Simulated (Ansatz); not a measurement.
## How far to go with the k-point mesh: MnIr (P4mm, 2 atoms in the cell)

```xyz
2
Lattice="2.6550 0.0000 0.0000 0.0000 2.6550 0.0000 0.0000 0.0000 3.6535" Properties=species:S:1:pos:R:3 pbc="T T T"
Mn     1.3275     1.3275     1.8767
Ir     0.0000     0.0000     0.0000
```
Moments meant for the start (each program seeds them in its own way; μB, in the order of the atoms Mn Ir): 4.0 0.0.

Method of the run: PBEsol, default PAW files made with PBE (plane waves; Ansatz, an electronic-structure program).

Base settings: basis.ecutwfc = 420 eV; kpoints.mp_grid.grid = 12 12 9; hamiltonian.xc = pbesol; hamiltonian.pseudopotentials = {kind: paw} (the program's default PAW files); magnetization.spin_polarized = true; scf.occupations.method = fermi_dirac; scf.occupations.width = 0.1 eV.

The second cell is the first with its lattice scaled by 0.98.

Only quantities that move along the ladder and can be compared are tabulated.

The magnetic state is not the same in all runs (site moments differ, or a search went on to a lower state), so steps between rows are not convergence errors alone.

The count of work is k-points × plane waves × bands × iterations; it is no time. 

The starting cell comes from a database of computed structures (which also holds hypothetical and non-ambient phases and stackings), without a prior relaxation at this level. Its lattice was rescaled by up to half a per cent. One atom was moved a little off its site on purpose. With one magnetic atom in the cell only a parallel order is possible. In the base run, with a pressure of about -10 GPa the cell is away from its equilibrium volume at this level. Ansatz's pressure includes its estimate of the finite-basis (Pulay) stress.

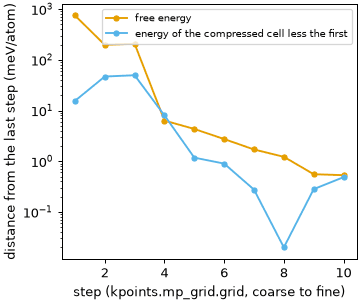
Figure. Distance from the last step along the ladder; very small values are drawn at a floor.

| kpoints.mp_grid.grid | free energy less the last step's (meV/atom) | energy of the compressed cell less the first (meV/atom) | pressure (GPa) | largest difference of a force vector from the last step's (eV/Å) | net moment (μB/atom) | count of work / last |
|---|---|---|---|---|---|---|
| 2 2 2 | 749.58 | 10.66 | -6.61 | 0.388 | 0.391 | 0.0060 |
| 3 3 2 | 197.39 | 41.99 | -0.82 | 0.017 | 0.771 | 0.0052 |
| 3 3 3 | 207.10 | 44.83 | -0.50 | 0.173 | 0.768 | 0.0052 |
| 5 5 4 | 6.34 | -12.85 | -11.25 | 0.016 | 0.483 | 0.016 |
| 6 6 5 | 4.33 | -6.02 | -10.26 | 0.029 | 0.531 | 0.024 |
| 8 8 6 | 2.74 | -3.94 | -9.24 | 0.028 | 0.600 | 0.052 |
| 10 10 7 | -1.71 | -4.57 | -9.60 | 0.009 | 0.600 | 0.073 |
| 12 12 9 | 1.22 | -4.84 | -9.54 | 0.009 | 0.592 | 0.11 |
| 13 13 10 | -0.56 | -4.56 | -9.53 | 0.003 | 0.596 | 0.13 |
| 16 16 12 | -0.53 | -4.36 | -9.53 | 0.003 | 0.598 | 0.25 |
| 27 27 20 | 0.00 | -4.84 | -9.59 | 0.000 | 0.592 | 1.0 |

Coarsest kpoints.mp_grid.grid that holds the pressure within 1 GPa of the last step, with all finer ones: 6 6 5, at 0.024 of the last step's count of work; the step before is off by 1.7 GPa.

Coarsest kpoints.mp_grid.grid that holds the free energy within 5 meV/atom of the last step, with all finer ones: 6 6 5, at 0.024 of the last step's count of work; the step before is off by 6.3 meV/atom.

Coarsest kpoints.mp_grid.grid that holds the energy of the compressed cell less the first within 1 meV/atom of the last step, with all finer ones: 8 8 6, at 0.052 of the last step's count of work; the step before is off by 1.2 meV/atom.

The energy difference between the two cells stays within 1 meV/atom of the last step's from 8 8 6 on, the total only from 13 13 10 on: much of the error is common to both cells and cancels.

Keys are those of Ansatz 0.2.
